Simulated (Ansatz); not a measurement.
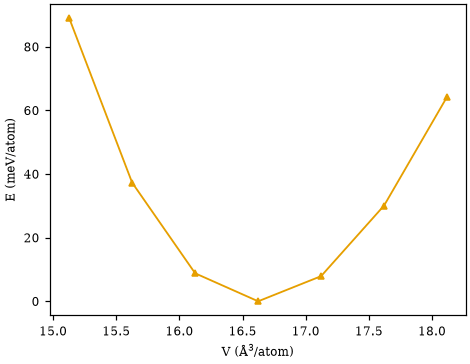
Figure: TaAs (CsCl type, Pm-3m) under volume change, DFT-PBE in the program Ansatz with PAW potentials, scaled uniformly.

Q: What does a third-order Birch–Murnaghan fit give for V₀, B₀ and B′?

A: V₀ = 16.62 Å³/atom, B₀ = 179 GPa, B′ = 4.4.

The cell is a constructed one: a structure type filled with these elements; neither database checked (COD, Materials Project) lists it. It is not the phase usual at ambient conditions (space group No. 109). The cell was relaxed with PBE under the symmetry of its start; its stability against distortions is not shown here. No spin polarisation was allowed. Scalar-relativistic: spin–orbit coupling is off unless named, which matters more the heavier the elements.

Potentials: the later of the program's two PAW sets.
